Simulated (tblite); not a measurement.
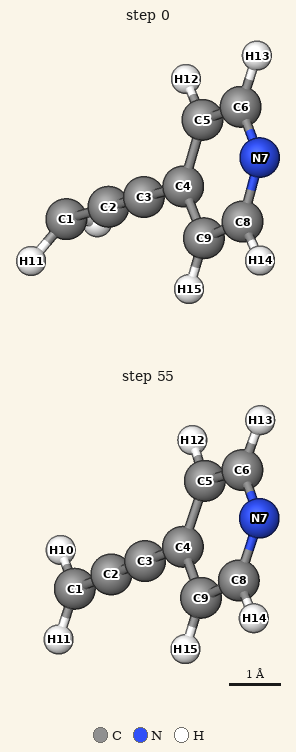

The structure of C$_{8}$H$_{6}$N (multiplicity 2) before (top) and after (bottom) a relaxation, at one scale.

The picture is a ball-and-stick view, seen from a free direction.

Level of theory: tblite 0.8.0, GFN2-xTB geometry optimisation, gas phase. 

**Summarise the run.**

The atom that moves furthest after the best rigid fit is H10 (1.02 Å). By element the largest moves are H 1.02 Å, C 0.25 Å, N 0.03 Å. Some distances before and after: C1–C2 1.465 → 1.336 Å, C3–C4 1.417 → 1.386 Å, C1–H11 1.098 → 1.076 Å, C4–C9 1.392 → 1.409 Å. Bond angles that change, for instance: C2–C1–H10 110.4° → 121.0°, C2–C1–H11 111.9° → 120.9°, C5–C6–N7 119.4° → 123.9°. The energy falls by 18.0 kcal/mol in 55 geometry steps. Cost: 0.33 s on 1 thread of Arm Neoverse V1 (shared host).
